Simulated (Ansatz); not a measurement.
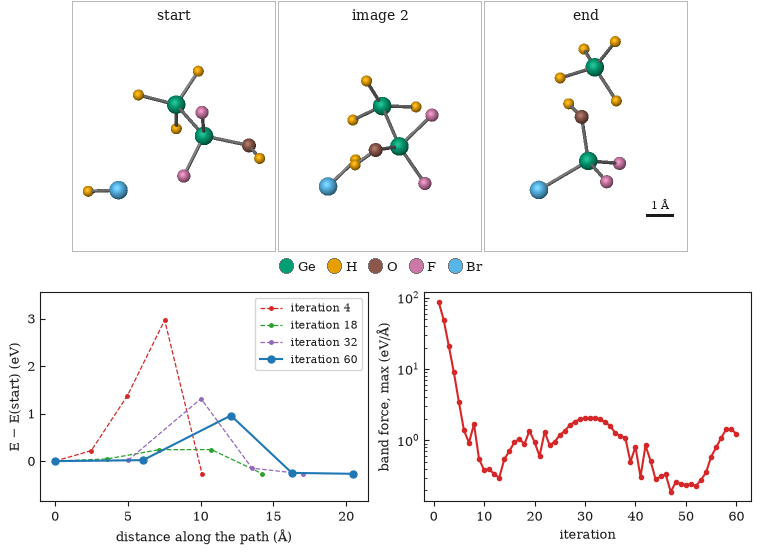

A nudged-elastic-band calculation for Ge2H5OBrF2, made up at the start of Ge2H4OF2 and HBr. Images are numbered from 0 (start) to 4 (end). The plot follows the band through its iterations. The picture is a ball-and-stick view, seen at a tilt.

The calculation used RKS PBE/def2-SVP in Ansatz 0.2.0. Run with 3 movable images; climbing image; force threshold 0.05 eV/Å; iteration limit 60; starting path through a guess of the saddle point.

### Judge this run.

The result isn't final. The band hadn't converged when the run stopped after 60 iterations. The largest component of the band force went from 87 to 1.2 eV/Å. The barrier read from it is provisional: over the last two iterations the highest image moved from 1.22 eV to 0.96 eV. So few images resolve the path coarsely. The first iteration put the highest image at 44.98 eV. The highest point, image 2, lies 0.96 eV above the start and 1.23 eV above the end; the end is at −0.27 eV relative to the start.

Limits of the set-up: the start holds two separate molecules, 3.0 Å apart at their closest, whose relative position is a soft coordinate and is computed without a dispersion correction.

Cost: 6.6 min on 4 threads of Arm Neoverse V2, with other jobs on the host, peak memory 0.28 GiB.
